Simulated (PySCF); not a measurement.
# C3H10NOSi (SMILES CCOC[SiH2][NH]) (doublet): what the fields show

```yaml
atoms:
  - { symbol: C, position_ang: [-2.3127, -0.2301, -0.4994] }
  - { symbol: C, position_ang: [-0.9969, 0.5241, -0.4398] }
  - { symbol: O, position_ang: [-0.5289, 0.5648, 0.8812] }
  - { symbol: C, position_ang: [0.7364, 1.0868, 1.0213] }
  - { symbol: Si, position_ang: [2.0909, -0.2549, 0.4574] }
  - { symbol: N, position_ang: [1.6515, -0.5607, -1.1095] }
  - { symbol: H, position_ang: [-2.6585, -0.2846, -1.5277] }
  - { symbol: H, position_ang: [-2.1812, -1.2374, -0.1138] }
  - { symbol: H, position_ang: [-3.0655, 0.2733, 0.1025] }
  - { symbol: H, position_ang: [-1.1037, 1.5466, -0.8322] }
  - { symbol: H, position_ang: [-0.2133, 0.0207, -1.0530] }
  - { symbol: H, position_ang: [0.8951, 1.3038, 2.0731] }
  - { symbol: H, position_ang: [0.8917, 1.9779, 0.4119] }
  - { symbol: H, position_ang: [2.0640, -1.2260, 1.5567] }
  - { symbol: H, position_ang: [3.2917, 0.5825, 0.5193] }
  - { symbol: H, position_ang: [1.4317, -1.4809, -1.4593] }
```

Geometry: GFN2-xTB.

All numbers below come from UKS B3LYP, pcH-1 on C H N O Si, non-relativistic, mean-field spin-orbit, GIAO (PySCF).

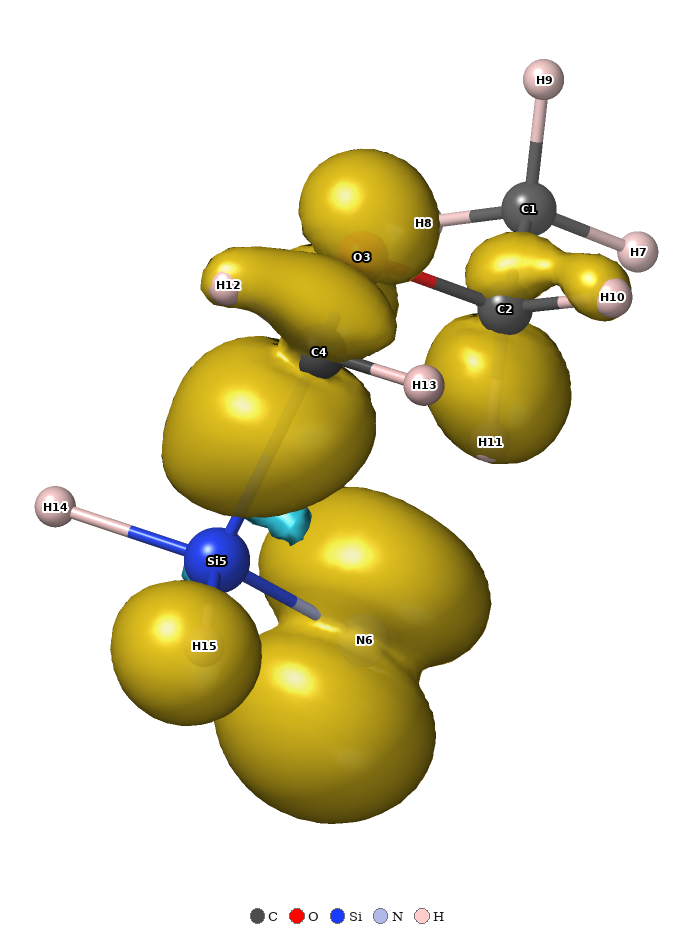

Figure 1. Isosurfaces of the spin density (α minus β) at +0.015 (yellow) and −0.015 e/Å³ (cyan), seen at an oblique angle.

**Where is the unpaired spin?**

The unpaired spin (1 electron) lies mostly on N6 (about 0.6), C4 (about 0.1) and O3 (about 0.1), in electrons by Hirshfeld's partition.

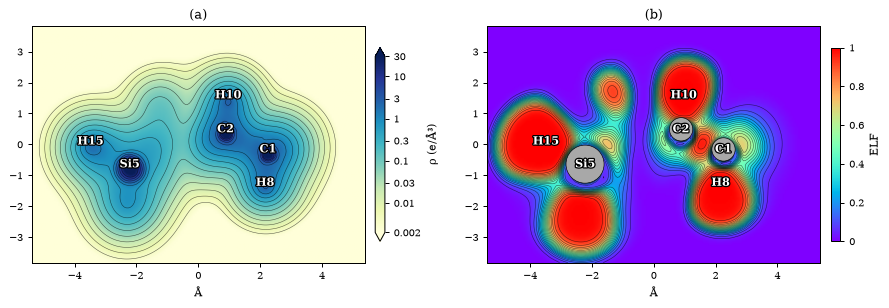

Figure 2. (a) total electron density; (b) electron localisation function on the plane of atoms C1, C2 and H10. Grey discs cover the atomic cores in the ELF map.

**Describe what can be read from this map.**

The section cuts through C, Si and H sites.
C–C (1.52 Å): the density is about 1.6 e/Å³ at the midpoint; the ELF peaks at about 0.95 between the atoms, as expected for localised, covalent bonding.
C–H (1.09 Å): ρ is about 2.1 e/Å³ halfway; the ELF climbs to about 1 towards the hydrogen, as it does in any bond to H.
Si–H (1.47 Å): the density is about 0.82 e/Å³ at the midpoint; the ELF climbs to about 1 towards the hydrogen; an ordinary covalent bond to hydrogen.

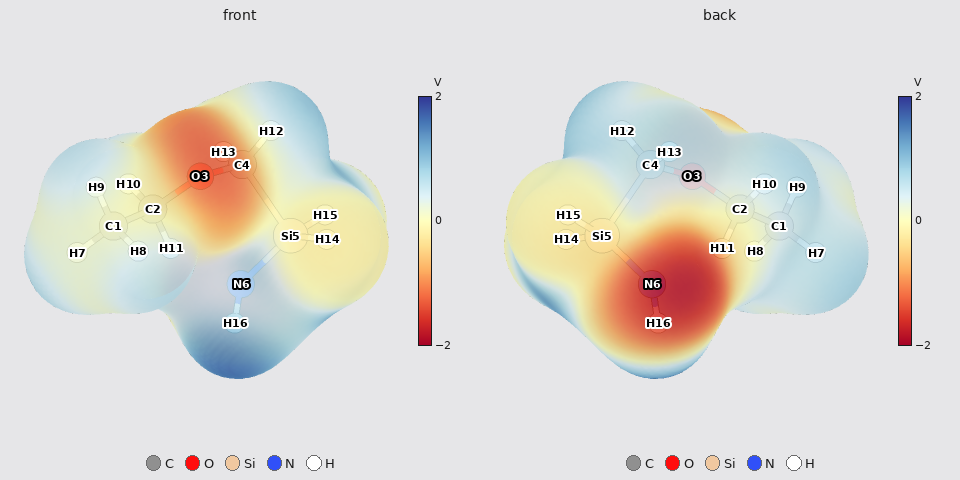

Figure 3. The electrostatic potential painted on the density surface at 0.002 e/bohr³, seen from the front and from behind; red is negative and blue positive.

**Where is the surface potential most negative and most positive?**

The most negative region (about −1.8 V) lies over N6, the most positive (about +1.6 V) over H16. N6 is the likeliest acceptor of a hydrogen bond.
